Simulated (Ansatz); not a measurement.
CH5BSSi: single-point calculation

- system: CH5BSSi
- method: RKS PBE0-D4/def2-TZVPP (Ansatz 0.2.0)

The geometry comes from this level: PBE0-D4/def2-TZVP.

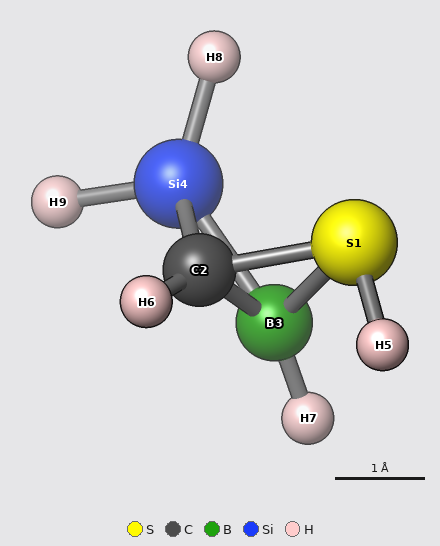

*The structure (ball-and-stick view, seen at a tilt; atoms are numbered from 1 in the order of the input).*

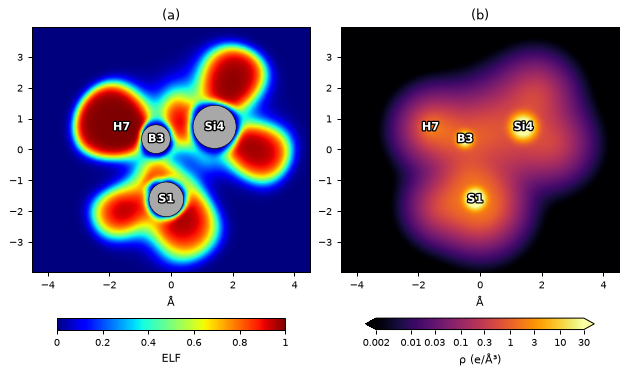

*(a) ELF; (b) total electron density on the plane of atoms S1, B3 and Si4. Grey discs, where drawn, cover atomic cores.*

The plane passes through S, B, Si and H nuclei.

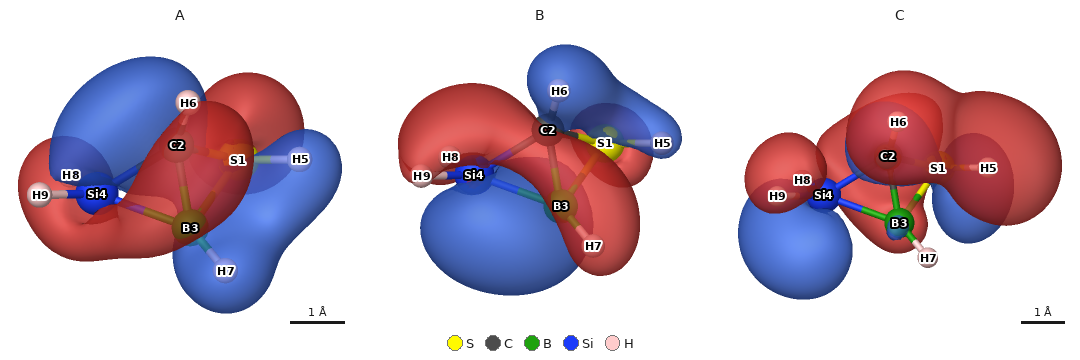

*Three frontier orbitals at ±0.06 Å⁻³ᐟ² (blue and red are the two phases).*

A is the HOMO−1 (−7.41 eV). Its weight (Hirshfeld) is mainly on C2 (40 %), S1 (20 %), Si4 (15 %) and B3 (15 %). B is the HOMO (−6.74 eV). It lies mainly on Si4 (40 %), B3 (30 %) and C2 (10 %). C is the LUMO (−0.39 eV). By Hirshfeld shares it lies mainly on S1 (35 %), Si4 (20 %), H5 (15 %) and C2 (15 %). The HOMO–LUMO gap is 6.35 eV between the orbital energies.

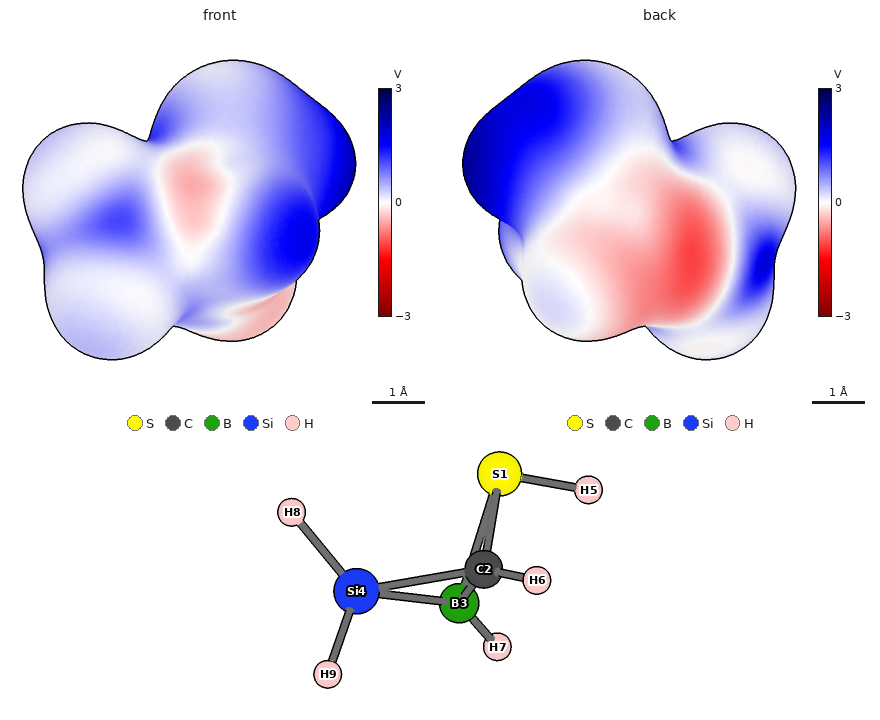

*The molecular electrostatic potential painted on the density surface at 0.004 e/bohr³, seen at a tilt and from behind; red is negative and blue positive. The bare structure is drawn below in the same view.*

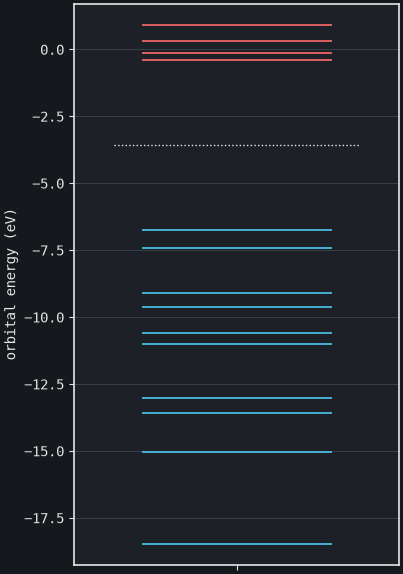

*Orbital energies near the frontier; the dotted line parts filled from empty levels, and levels within 0.02 eV of each other stand side by side.*

Highest filled −6.74 eV, lowest empty −0.39 eV, 6.35 eV apart.

These pictures come from the run below.

Input file:
```yaml
crystal:
  periodic: [false, false, false]
  atoms:
    - {symbol: S, position_ang: [-0.744102, 0.419598, -1.434633]}
    - {symbol: C, position_ang: [-0.256478, 0.670709, 0.282169]}
    - {symbol: B, position_ang: [0.880330, -0.146161, -0.453793]}
    - {symbol: Si, position_ang: [-0.166188, -1.106390, 0.871088]}
    - {symbol: H, position_ang: [-0.154467, 1.502515, -1.991354]}
    - {symbol: H, position_ang: [-0.406235, 1.656434, 0.704912]}
    - {symbol: H, position_ang: [1.942543, 0.104762, -0.924005]}
    - {symbol: H, position_ang: [-1.354732, -1.976807, 0.669443]}
    - {symbol: H, position_ang: [0.347930, -1.170758, 2.259073]}
basis:
  gaussian: {orbitals: def2-TZVPP}
hamiltonian: {xc: pbe0, dispersion: d4}
output: {orbitals: {seedname: orbitals}}
```

Command:
```bash
ansatz run in.yaml --threads 2 --pin off --events-out ev --progress --plain --max-ram 4352MiB
```

The program's output:
```
Functional definition: PBE0
  name "PBE0"
  cite "Adamo & Barone, J. Chem. Phys. 110, 6158 (1999) doi:10.1063/1.478522"
  cite "Perdew, Burke & Ernzerhof, Phys. Rev. Lett. 77, 3865 (1996) doi:10.1103/PhysRevLett.77.3865"
  parent pbe
  parameter a = 0.25
  parameter kappa = 0.804
  parameter beta = 0.06672455060314922
  exchange = (1 - a)*pbe_x(kappa = kappa, mu = beta*pi^2/3) + a*exact_x
  correlation = pbe_c(beta = beta)
1250 factors; their error is unknown
mean field evaluation 1: about -20489.0839 eV, gradient 5.9e1 eV
mean field evaluation 2: about -20467.5946 eV, gradient 1.0e2 eV
mean field evaluation 4: about -20497.8130 eV, gradient 4.1e0 eV
mean field evaluation 8: about -20497.8562 eV, gradient 8.9e-2 eV
mean field evaluation 16: about -20497.8795 eV, gradient 3.8e-5 eV
mean field -20497.87953522 eV, -753.2831789575 hartree, gradient 3.8e-5 eV, S^2 0.000000; 0 other end points of the search recorded, 0 dependent functions left out
reference -20497.87956700 eV, -753.2831801255 hartree; 23, 23 occupied and 193, 193 virtual orbitals, 1250 factors
Total energy: -20498.06500522 eV, -753.2899948542 hartree
```

Results in brief:

| quantity | value |
| --- | --- |
| outcome | converged |
| total energy | −20498.0650 eV |
| mean-field energy | −20497.8796 eV |
| dispersion energy | −0.1854 eV |
| SCF solution under orbital rotations | stable |
| HOMO | −6.74 eV |
| LUMO | −0.39 eV |
| hardware | 2 threads of Arm Neoverse V2, 23 GiB of memory available, shared host |
| wall time | 3.4 s (CPU time 6.6 s) |
| peak memory | 0.47 GiB |
